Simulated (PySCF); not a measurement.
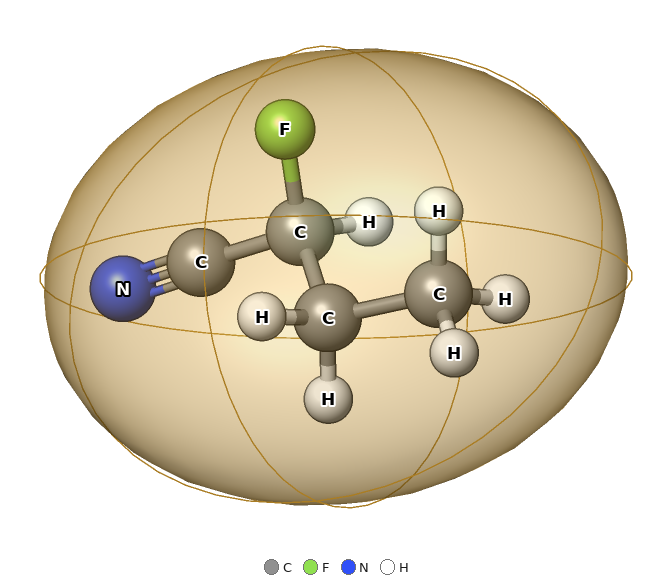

The ellipsoid shows the static dipole polarisability: its half-axes are proportional to the principal values. Computed geometry: GFN2-xTB optimisation. No frequency run is at hand to confirm it as a minimum. Level of theory: PBE0/def2-SVPD (PySCF 2.14.0).

### Give the principal values, the mean and the anisotropy.

Principal values 44.3, 47.1, 67.5 bohr³; mean 52.9 bohr³ (7.85 Å³); anisotropy 21.9 bohr³, so the longest axis is 1.52 times the shortest.
